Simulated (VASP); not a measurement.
Band structure of NbN (rock salt). Computed with LDA (Ceperley-Alder, Perdew-Zunger), VASP's LDA PAW potentials (set 64) (plane waves; VASP 6.6.1).

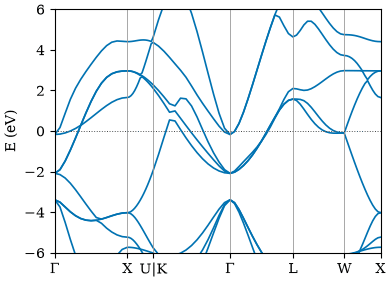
Figure: Bands along high-symmetry lines, zero at the valence-band maximum or, without a gap, the Fermi level

Question: Read the plot: is there a gap, and where are the band edges?

Answer: It has no gap at this level: it comes out as a metal or semimetal. (Edges off the drawn lines would not show.)

The compound is NbN in the rock salt structure, the cubic δ form, which competes with hexagonal ones. It was relaxed first.
